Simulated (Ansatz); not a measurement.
```xyz
13

C    -0.5096    0.7261   -0.9959
Si   -0.9702   -0.9421   -0.2193
C     0.1373   -1.0771    1.3219
S     1.8263   -0.4613    0.8682
Si    1.1500    1.2668   -0.2567
H    -1.2822    1.4841   -0.7871
H    -0.4269    0.6294   -2.0905
H    -2.4185   -1.0177    0.1417
H    -0.6424   -2.0606   -1.1482
H    -0.2577   -0.5113    2.1814
H     0.2639   -2.1219    1.6440
H     2.1990    1.5905   -1.2638
H     0.9515    2.4605    0.6190
```

All numbers below come from RKS B3LYP-D4/def2-SVP in Ansatz 0.2.0.

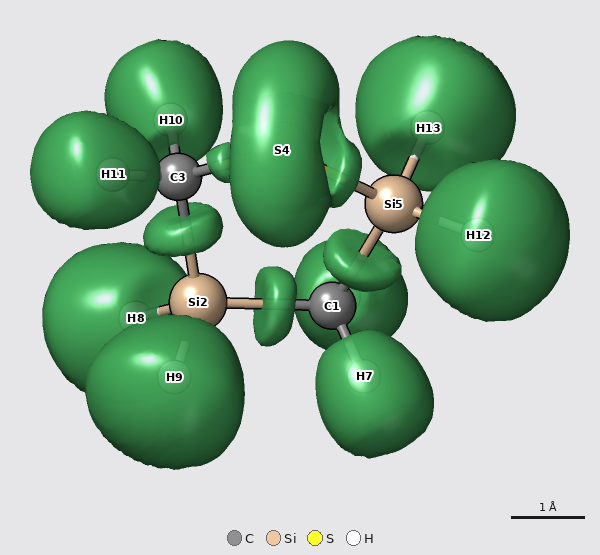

C2H8SSi2. Isosurface of the electron localisation function at 0.85 (green), seen at a tilt. Core shells and regions of very low density are left out.

Describe the localisation domains.

Answer. The ELF exceeds this value in one region between bonded C–S atoms (shared pairs), three regions between bonded C–Si atoms (shared pairs), eight regions around hydrogen nuclei and one region on S in which the atom's valence shell and bonds are merged. Profiles from the grid: C–S (1.85 Å): the ELF peaks at about 0.90 between the atoms; localised, covalent bonding. C–Si (1.90 Å): the ELF peaks at about 0.95 between the atoms, as expected for localised, covalent bonding.
